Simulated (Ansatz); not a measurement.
# BClFH3Si: vertical energies of changing the electron count

What does it cost to change the electron count of BClFH3Si? Aim: vertical energies of changing the electron count, for BClFH3Si, run from a script. SMILES: FB([SiH3])Cl.

All numbers are computed with Ansatz 0.2.0, driven from Python. Level of theory: CAM-B3LYP/def2-SVPD.

## 1. The structure

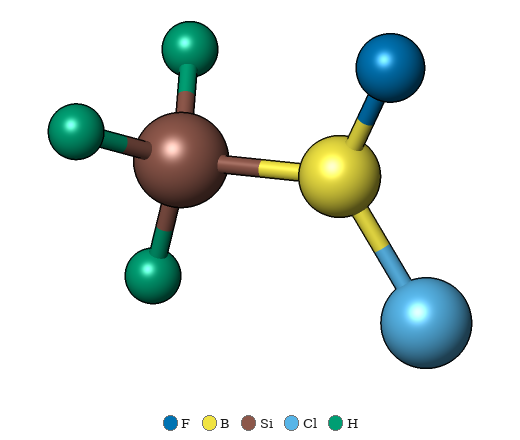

The structure that the script starts from, seen from a chosen angle (fluorine blue, boron yellow, silicon brown, chlorine blue, hydrogen teal).

The script holds or builds the structure itself.

## 2. The script

run_ip.py

```python
# -*- coding: utf-8 -*-
"""Removing and adding an electron on BClFH3Si at fixed geometry."""

import ansatz as az


def energy(molecule, charge=0, unpaired=0):
    calc = (
        molecule.calculation()
        .basis(gaussian="def2-SVPD")
        .functional("cam_b3lyp")
    )
    if charge:
        calc = calc.charge(charge)
    if unpaired:
        calc = calc.spin("collinear", total=unpaired)
    return calc.run(threads=1, backend="cpu").report["free_energy_ev"]

geometry_ang = [
    ("F", [-0.7638, -1.7329, 1.2216]),
    ("B", [-0.6854, -0.8575, 0.0367]),
    ("Si", [0.5154, 0.6467, 0.0329]),
    ("Cl", [-1.609, -1.2049, -1.4701]),
    ("H", [0.499, 1.3226, -1.2713]),
    ("H", [0.165, 1.6, 1.1101]),
    ("H", [1.9399, 0.158, 0.2945]),
]
system = az.Crystal.molecule()
for symbol, xyz in geometry_ang:
    system = system.atom(symbol, xyz)

# delta-SCF style differences, no relaxation
parent = energy(system, 0, 0)
cation = energy(system, 1, 1)
print(f"E(N)   = {parent:.5f} eV")
print(f"E(N-1) = {cation:.5f} eV  (1 unpaired)")
print(f"vertical ionisation energy {cation - parent:.3f} eV")
anion = energy(system, -1, 1)
print(f"E(N+1) = {anion:.5f} eV  (1 unpaired)")
print(f"vertical electron affinity {parent - anion:.3f} eV" + ("" if anion < parent else " (unbound in this basis)"))
print(f"fundamental gap IP - EA = {cation + anion - 2 * parent:.3f} eV")
```

## 3. The calls as engine input

The engine receives this input (first run):

```yaml
crystal:
  periodic: [false, false, false]
  atoms:
    - { symbol: F, position_ang: [-0.7638, -1.7329, 1.2216] }
    - { symbol: B, position_ang: [-0.6854, -0.8575, 0.0367] }
    - { symbol: Si, position_ang: [0.5154, 0.6467, 0.0329] }
    - { symbol: Cl, position_ang: [-1.609, -1.2049, -1.4701] }
    - { symbol: H, position_ang: [0.499, 1.3226, -1.2713] }
    - { symbol: H, position_ang: [0.165, 1.6, 1.1101] }
    - { symbol: H, position_ang: [1.9399, 0.158, 0.2945] }
basis:
  gaussian:
    orbitals: def2-SVPD
hamiltonian:
  xc: cam_b3lyp
```

## 4. Launch

The run is started by

```sh
> python run_ip.py
```

**Question.** What does it cost to change the electron count at this fixed geometry?

As calculated:

| quantity | value |
| --- | --- |
| vertical ionisation energy | 11.424 eV |
| vertical electron affinity | 0.532 eV |
| runs compared | 3 |

What this shows: The ionisation energy is a difference of two total energies at the neutral geometry. The anion lies below the neutral molecule at this geometry. At this unrelaxed geometry removing an electron costs 11.42 eV and adding one releases 0.53 eV. The geometry is a force-field or estimated start, not a minimum of this method, and the basis set is short of its limit. All parts are taken at fixed geometry, without zero-point energy. At an unrelaxed start these energies can be a whole eV from those at the minimum, and a small affinity can change sign.
